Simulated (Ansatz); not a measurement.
Breaking a bond: SMILES S. The S1–H3 bond (S1 also carries H; H3 carries nothing else) is varied alone, starting from the PBE0/def2-TZVP optimised geometry.

```
3

S      0.0000     0.0000     0.0000
H      0.0000     1.3402    -0.0543
H      0.0000     0.0000     1.3413
```

Computed with: UCCSD(T) = CCSD(T) on UHF/cc-pVDZ, frozen core (Ansatz, a first-principles code); RMP2 = Ansatz with MP2 on RHF/cc-pVDZ, frozen core; UCCSD = CCSD on UHF/cc-pVDZ, frozen core (Ansatz).

Energies are in mEh, each relative to the lowest point of its own curve near equilibrium.

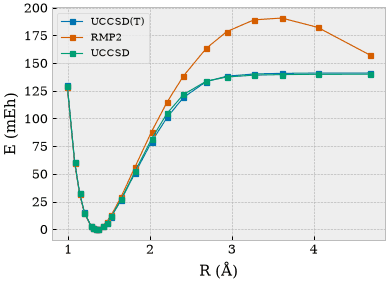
Figure: Energy against bond length for each method.

```csv
R / Å,UCCSD(T),RMP2,UCCSD
0.99,129.9,128.7,129.6
1.08,61.1,60.1,60.9
1.14,33.0,32.1,32.8
1.20,15.1,14.5,15.0
1.28,2.9,2.6,2.8
1.30,1.4,1.2,1.4
1.34,0.0,0.0,0.0
1.37,0.1,0.2,0.1
1.43,2.5,3.1,2.6
1.47,5.5,6.4,5.7
1.53,11.4,12.9,11.8
1.65,26.7,29.5,27.3
1.82,51.0,56.5,52.2
2.02,78.8,88.0,81.5
2.21,101.0,114.8,104.6
2.41,118.9,138.4,121.7
2.69,133.4,163.4,133.6
2.94,138.2,178.4,137.4
3.27,140.2,189.0,139.1
3.61,140.7,190.7,139.6
4.05,141.0,182.3,139.9
4.69,141.1,157.2,140.0
```

At the longest distance, 4.69 Å, RMP2 lies highest above its minimum (157.2 mEh) and UCCSD lowest (140.0 mEh).

The RMP2 curve passes through a maximum at 3.61 Å and then falls by 33.4 mEh up to the last usable point.

The unrestricted determinant behind UCCSD(T), UCCSD is spin-contaminated at 1.82 to 4.69 Å (<S²> up to 1.0, against 0.00 for a pure singlet). The restricted form behind RMP2 keeps the bonding electrons paired and can't separate into open-shell fragments.
